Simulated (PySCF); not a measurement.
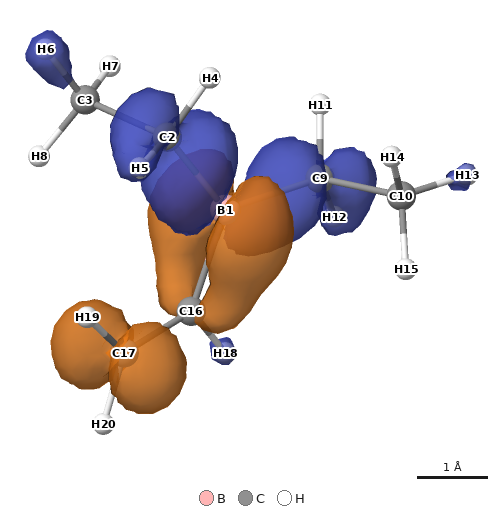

Figure. BEt2(vinyl) (C₆H₁₃B). Unrelaxed difference density of S₁ less the ground state (TDA singlet states), ±0.04 e/Å³; orange: gain, blue: loss.

Level of theory: B3LYP/def2-SVP (PySCF), at a geometry from GFN2-xTB. No frequency check shows the geometry to be a minimum. Without diffuse functions Rydberg states are missing, so the states' numbers hold for this basis only.

The calculation's input:

```python
import numpy as np
from pyscf import gto, scf, dft, tdscf
from pyscf.scf import atom_ks, atom_hf
from scipy.linalg import block_diag

def solve(mol, dm0=None, hcore=None):
    mf = (dft.UKS if mol.spin else dft.RKS)(mol, xc='b3lyp')
    mf.grids.level = 3
    mf = mf.density_fit(auxbasis='def2-universal-jkfit')
    mf.conv_tol, mf.max_cycle = 1e-8, 80
    if hcore is not None:
        mf.get_hcore = lambda *args: hcore
    mf.kernel(dm0)
    if not mf.converged:
        mf = mf.newton().run(mf.mo_coeff, mf.mo_occ, max_cycle=30)
    assert mf.converged, 'SCF not converged'
    return mf

mol = gto.M(atom='''
B      0.12558    -0.03362    -0.11429
C     -0.71867     1.08272     0.63242
C     -1.76316     1.68614    -0.32152
H     -0.08754     1.89644     0.99641
H     -1.25092     0.68432     1.49886
H     -2.33919     2.46263     0.17814
H     -1.27615     2.12588    -1.18882
H     -2.44861     0.91787    -0.67120
C      1.58297     0.30440    -0.64344
C      2.61822    -0.01040     0.45008
H      1.68963     1.35902    -0.90787
H      1.84748    -0.27707    -1.52990
H      3.62494     0.21548     0.10406
H      2.42071     0.57919     1.34236
H      2.57624    -1.06268     0.72264
C     -0.44483    -1.46095    -0.34908
C     -1.52305    -1.97435     0.24208
H      0.08155    -2.11020    -1.04417
H     -2.10082    -1.41038     0.95763
H     -1.87409    -2.97781     0.05013
''', basis='def2-svp', charge=0, spin=0, verbose=4)
mf = solve(mol)
td = mf.TDA()
td.nstates, td.singlet, td.conv_tol = 5, True, 1e-5
td.kernel()
td.analyze()
x, y = np.array([p[0] for p in td.xy]), np.array([p[1] + 0 * p[0] for p in td.xy])
f, mu = td.oscillator_strength(), td.transition_dipole()
nto = [td.get_nto(state=i + 1, verbose=4) for i in range(len(td.e))]
# spherically averaged free atoms, for the promolecule
atm = atom_ks.get_atm_nrks(mol, xc='b3lyp')
pro = block_diag(*[(atm[a[0]][2] * atm[a[0]][3]) @ atm[a[0]][2].T for a in mol._atom])
np.savez('result.npz', e=td.e, f=f, ok=td.converged, w=[n[0] for n in nto], nto=[n[1] for n in nto], x=x, y=y, c=mf.mo_coeff, occ=mf.mo_occ, eps=mf.mo_energy, pro=pro, mu=mu)
```

Command:

```sh
OMP_NUM_THREADS=1 python input.py
```

The run took 13 min on 1 thread of Intel(R) Xeon(R) Processor @ 2.50GHz (Skylake/Cascade Lake), with other jobs on the host, peak memory 0.93 GiB.

Q: How does the charge move on excitation?

A: 0.79 e is displaced in all, of which about 0.5 e passes between atoms: C2 (0.20 e) and C9 (0.15 e) lose electrons and C17 (0.23 e) and B1 (0.12 e) gain them. The state: 4.89 eV (254 nm), f = 0.000 (very weak); the leading pair carries 100 %; hole on C2 (24 %), B1 (22 %) and C9 (20 %), electron on B1 (33 %), C17 (24 %) and C16 (14 %); their centroids lie 1.3 Å apart.
